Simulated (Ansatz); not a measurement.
# PH (SMILES [PH]): U-r2SCAN0/cc-pVDZ

What is the energy change on altering one bond length of PH at U-r2SCAN0/cc-pVDZ? 

The calculation is run with Ansatz 0.2.0.

57 further runs of the same task are left out: 57 set aside as unsound or not needed.

### Step 1. The system as given

PH has 2 atoms, charge 0, and is taken as a triplet. As SMILES, `[PH]`. The coordinates come from a GFN2-xTB relaxation.

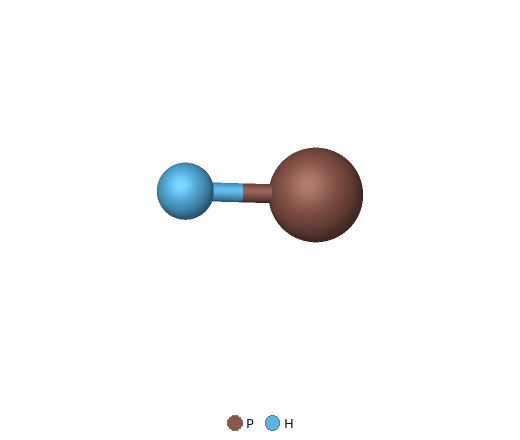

Viewed from a chosen angle; phosphorus brown, hydrogen blue.

### Step 2. A single-point energy at U-r2SCAN0/cc-pVDZ

File run.yaml:

```yaml
crystal:
  periodic: [false, false, false]
  atoms:
    - {symbol: P, position_ang: [0.000000, 0.000000, 0.000000]}
    - {symbol: H, position_ang: [0.000000, 0.000000, 1.399070]}
basis:
  gaussian: {orbitals: cc-pVDZ}
total_charge: 0
magnetization: {spin_polarized: true, initial_magnetization: 2}
hamiltonian: {xc: {name: r2SCAN0}}
accuracy: high
```

Started as:

```sh
$ ansatz run run.yaml --threads 1 --pin off --max-ram 2610MiB --events-out events.jsonl --progress --plain --runs-dir runs
```

Log:

```text
Warning: RAYON_NUM_THREADS=1 ignored (pool sized by the plan → 1); use --threads N
Functional definition: r2SCAN0
  name "r2SCAN0"
  parameter a = 0.25
  parameter k0 = 0.174
  parameter k1 = 0.065
  parameter a1 = 4.9479
  exchange = (1 - a)*r2scan_x(k0 = k0, k1 = k1, a1 = a1) + a*exact_x
  correlation = r2scan_c
414 factors; integrals over basis functions are off by at most 2.8e-9 eV
mean field evaluation 1: about -9302.0363 eV, gradient 3.7e0 eV
mean field evaluation 2: about -9302.1667 eV, gradient 1.1e0 eV
mean field evaluation 4: about -9302.1803 eV, gradient 8.4e-2 eV
mean field evaluation 8: about -9302.1810 eV, gradient 2.2e-3 eV
mean field evaluation 16: about -9302.1810 eV, gradient 1.3e-7 eV
mean field -9302.18101321 eV, -341.8488469906 hartree, gradient 1.4e-8 eV, S^2 2.011429; 0 other end points of the search recorded, 0 dependent functions left out
reference -9302.18101406 eV, -341.8488470219 hartree; 9, 7 occupied and 14, 16 virtual orbitals, 414 factors
Total energy: -9302.18101406 eV, -341.8488470219 hartree
```

Run time: 2.4 s. Hardware: 1 thread of Arm Neoverse V1, shared host; peak memory 0.14 GiB.

### Step 3. The distorted shape, same level

File in.yaml:

```yaml
crystal:
  periodic: [false, false, false]
  atoms:
    - {symbol: P, position_ang: [0.000000, 0.000000, -0.349730]}
    - {symbol: H, position_ang: [0.000000, 0.000000, 1.399070]}
basis:
  gaussian:
    orbitals: cc-pVDZ
magnetization:
  spin_polarized: true
  initial_magnetization: 2
hamiltonian:
  xc: {name: r2SCAN0}
accuracy: high
```

Started as:

```sh
$ ansatz run in.yaml --threads 1 --pin off --max-ram 2610MiB --events-out events.jsonl --progress --plain --runs-dir runs
```

Log:

```text
Warning: RAYON_NUM_THREADS=1 ignored (pool sized by the plan → 1); use --threads N
Functional definition: r2SCAN0
  name "r2SCAN0"
  parameter a = 0.25
  parameter k0 = 0.174
  parameter k1 = 0.065
  parameter a1 = 4.9479
  exchange = (1 - a)*r2scan_x(k0 = k0, k1 = k1, a1 = a1) + a*exact_x
  correlation = r2scan_c
410 factors; integrals over basis functions are off by at most 2.8e-9 eV
mean field evaluation 1: about -9301.4386 eV, gradient 3.0e0 eV
mean field evaluation 2: about -9301.5373 eV, gradient 9.7e-1 eV
mean field evaluation 4: about -9301.5500 eV, gradient 1.7e-1 eV
mean field evaluation 8: about -9301.5521 eV, gradient 1.4e-2 eV
mean field evaluation 16: about -9301.5521 eV, gradient 4.1e-6 eV
mean field -9301.55210292 eV, -341.8257349638 hartree, gradient 4.9e-8 eV, S^2 2.014997; 0 other end points of the search recorded, 0 dependent functions left out
reference -9301.55210381 eV, -341.8257349965 hartree; 9, 7 occupied and 14, 16 virtual orbitals, 410 factors
Total energy: -9301.55210381 eV, -341.8257349965 hartree
```

Wall time 2.4 s (1 thread of Arm Neoverse V1, shared host); peak memory 0.14 GiB.

### Step 4. Summary of results

Level: U-r2SCAN0/cc-pVDZ.

| quantity | value |
| --- | --- |
| first shape: total energy | -341.84885 Eh |
| first shape: ⟨S²⟩ | 2.011 |
| distorted shape: total energy | -341.82573 Eh |
| distorted shape: ⟨S²⟩ | 2.015 |
| energy change with the P1–H2 bond stretched from 1.399 to 1.749 Å | 0.629 eV |

In words: With the P1–H2 bond stretched from 1.399 to 1.749 Å the energy rises by 0.63 eV (60.7 kJ/mol). The first shape isn't relaxed at this level, so the change isn't measured from a minimum.
